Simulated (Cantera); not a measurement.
Input: 1 mol CuO, 0.38 mol H2, 0.04 mol H2O, at 0.760 bar.

Equilibrium computed with Cantera from the NASA thermochemical tables; the gas is ideal and each condensed phase is pure. Candidate condensed phases: Cu, CuO, Cu(OH)2, Cu2O, H2O; 12 gas species. Mutual solubility and eutectic melting of coexisting phases are not modelled. The numbers say what is thermodynamically allowed, not how fast it happens.

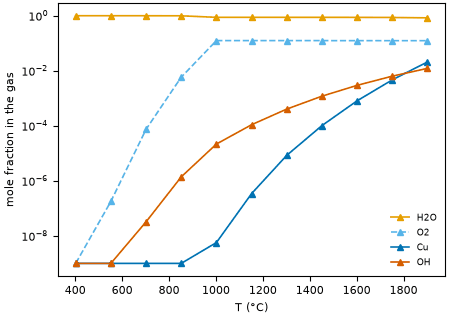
Equilibrium gas composition (values under 1e-9 drawn at 1e-9)

From 402 °C to 852 °C the condensed part is CuO(s) + Cu2O(s). From 1002 °C to 1152 °C the condensed part is Cu2O(s). From 1302 °C to 1902 °C the condensed part is Cu2O(l).
